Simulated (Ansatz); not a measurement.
# CH₅NTe (SMILES NC[TeH]): what the fields show

| atom | x (Å) | y (Å) | z (Å) |
| --- | --- | --- | --- |
| N | -0.5434 | 0.9240 | -0.7369 |
| C | 0.3005 | 0.1665 | 0.1415 |
| Te | -0.9516 | -1.3728 | 1.1651 |
| H | -0.7263 | 0.4343 | -1.6193 |
| H | -0.1515 | 1.8492 | -0.9452 |
| H | 0.7041 | 0.8201 | 0.9375 |
| H | 1.1420 | -0.4070 | -0.3097 |
| H | 0.3184 | -2.4714 | 1.3113 |

Core potentials replace the inner electrons of Te.

These are results of RKS PBE/def2-SVP (Ansatz 0.2.0), not measurements.

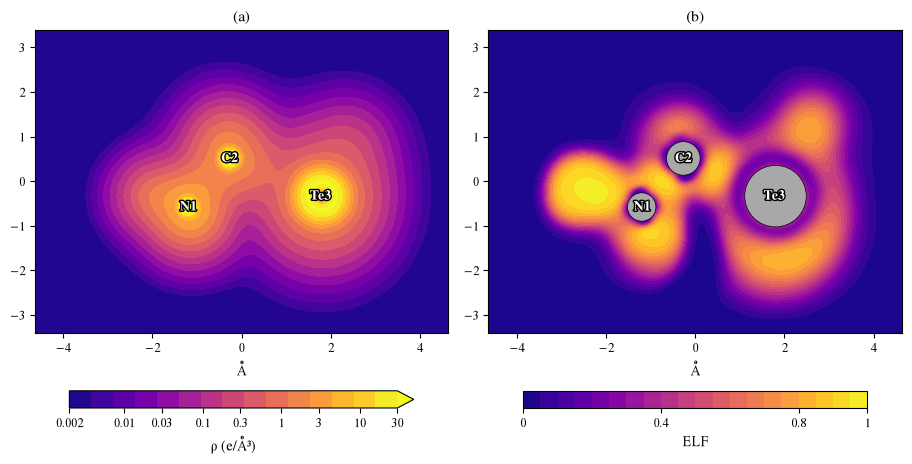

Figure 1. (a) electron density; (b) electron localisation function on the plane of atoms N1, C2 and Te3. Grey discs cover the atomic cores in the ELF map.

Question: Interpret the plot.

Answer:
- The plane passes through N, C and Te nuclei.
- C–N (1.43 Å): ρ at the midpoint is about 2 e/Å³; the ELF peaks at about 0.90 between the atoms; localised, covalent bonding.
- C–Te (2.23 Å): ρ at the midpoint is about 0.67 e/Å³; the ELF peaks at about 0.90 between the atoms (a shared electron pair).
- The ELF also peaks beside Te3 and N1, away from the bonds: lone-pair regions.

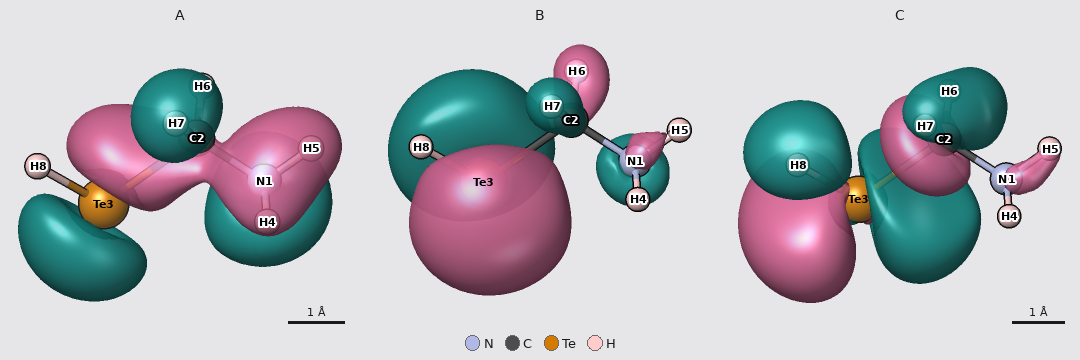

Figure 2. Three frontier orbitals at ±0.08 Å⁻³ᐟ² (teal and pink are the two phases), in no order.

Question: Which picture is the HOMO−1, the HOMO and the LUMO?

Answer: A is the HOMO−1 (−5.39 eV). Its weight (Hirshfeld) is mainly on N1 (about 55 %), Te3 (about 20 %) and C2 (about 10 %). B is the HOMO (−4.68 eV). By Hirshfeld shares it lies mainly on Te3 (about 85 %). C is the LUMO (−1.25 eV). It lies mainly on Te3 (about 60 %), C2 (about 20 %) and H8 (about 10 %).

Question: What is the HOMO–LUMO gap?

Answer: 3.43 eV between the orbital energies.

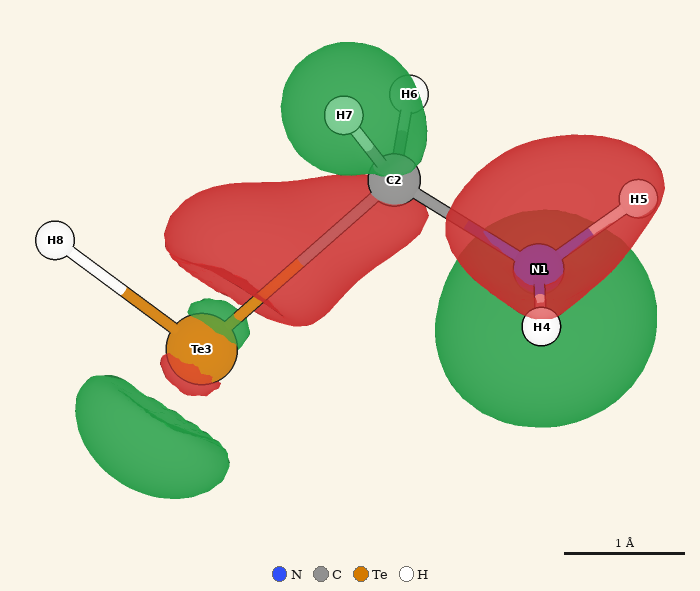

Figure 3. The HOMO−1 at ±0.15 Å⁻³ᐟ² (green and red are the two phases), seen at a tilt.

Question: What is the character of this orbital?

Answer: It lies mainly on N1 (about 55 %), Te3 (about 20 %) and C2 (about 10 %). Its energy is −5.39 eV.
